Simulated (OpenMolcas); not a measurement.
```
&GATEWAY
Basis set
Tm.ANO-RCC-VDZP.
Tm1 0.0 0.0 0.0 Angstrom
End of basis
Basis set
F.ANO-RCC-VDZP.
L1 1.449149 1.449149 1.449149 Angstrom
L2 1.449149 1.449149 -1.449149 Angstrom
L3 1.449149 -1.449149 1.449149 Angstrom
L4 1.449149 -1.449149 -1.449149 Angstrom
End of basis
Basis set
Sr.EMB-AIMP.Pascual.0s.0s.ECP.SrF2.
PseudoCharge
* 21 symmetry-unique lattice sites within 7.6 angstrom
End of basis
Basis set
F.EMB-AIMP.Pascual.0s.0s.ECP.SrF2.
PseudoCharge
* 40 symmetry-unique lattice sites within 7.6 angstrom
End of basis
Symmetry
XYZ
AngMom=0.0 0.0 0.0
AMFI
RICD
XField
1348 Angstrom 0
* Evjen-weighted lattice charges
&SEWARD
&RASSCF
FileOrb=start.orb
Symmetry=2
Spin=2
nActEl=13 0 0
Inactive=35 32
Ras2=0 7
CIRoot=7 7 1
SDav=7
CIMx=300
Iter=150 100
PrWF=0.3
OrbListing=Nothing
MaxOrb=0
LevShft=1.0
>>> COPY $Project.JobIph JOB001
&RASSI
NrOfJobIphs=1 7
1 2 3 4 5 6 7
IphNames
JOB001
EJob
SpinOrbit
DIPRint=1.0
SOCoupling=1000.0
Subsets=2
Property=9
'ANGMOM' 1 'ANGMOM' 2 'ANGMOM' 3 'MLTPL  1' 1 'MLTPL  1' 2 'MLTPL  1' 3
'AMFI' 1 'AMFI' 2 'AMFI' 3
SOProperty=3
'ANGMOM' 1 'ANGMOM' 2 'ANGMOM' 3
```

Command:
```bash
OMP_NUM_THREADS=1 MOLCAS_MEM=2457 MOLCAS_PROJECT=a pymolcas a.inp > a.log  # once for each step of the input, in one work folder
```

Computed with OpenMolcas: state-averaged CASSCF, active space 13 electrons in the shell 4f, basis ANO-RCC-VDZP on all atoms, DKH2 scalar Hamiltonian, spin-orbit coupling by RASSI with atomic mean-field integrals. Powder susceptibility by Van Vleck's formula.

Tm²⁺ (4f¹³) as a dopant in SrF₂, a cluster with its 8 nearest F⁻ at 2.510 Å (cube) embedded in model potentials and point charges; the geometry was set, not optimised. The cluster and the levels that result:

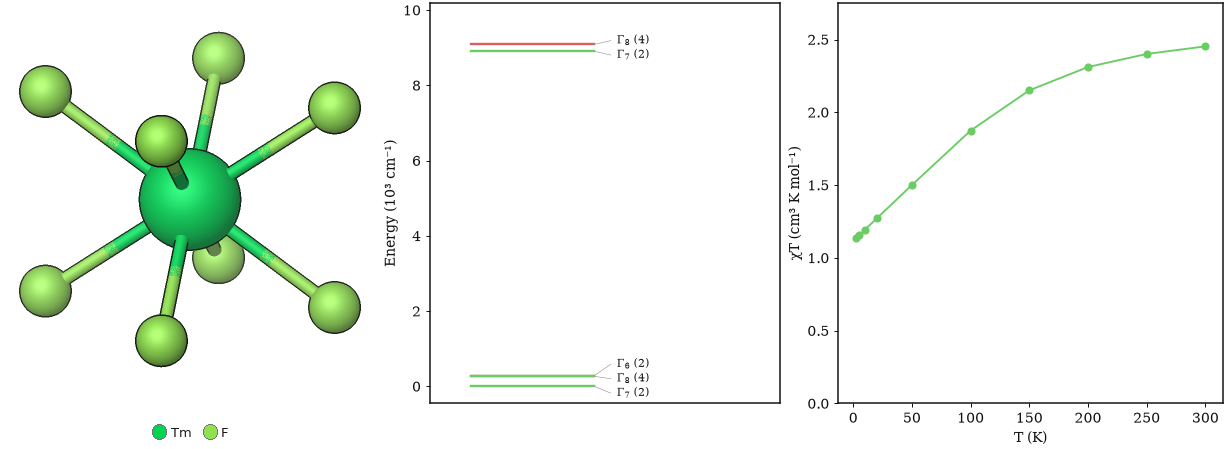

Labels give the representation in O, Td, D4 or D3 as the site allows (double group for half-integer spin) where it could be assigned and, in brackets, the degeneracy; spin-free states, where drawn, share the zero of the spin-orbit levels.

The ground level is Γ₇, a Kramers doublet, 100 % from states of spin multiplicity 2. Its principal g values are 3.45, 3.45 and 3.45, isotropic. The next level lies at 265 cm⁻¹ (Γ₈). The lowest J multiplet spreads over 288 cm⁻¹. χT is 1.13 cm³ K mol⁻¹ at 2 K and 2.45 at 300 K, an effective moment of 4.43 μB. The active orbitals hold 100 % metal character (Löwdin), and the Mulliken charge of the metal is +1.77.

Limits of the model: the geometry is set by hand, with no relaxation and no charge compensation.
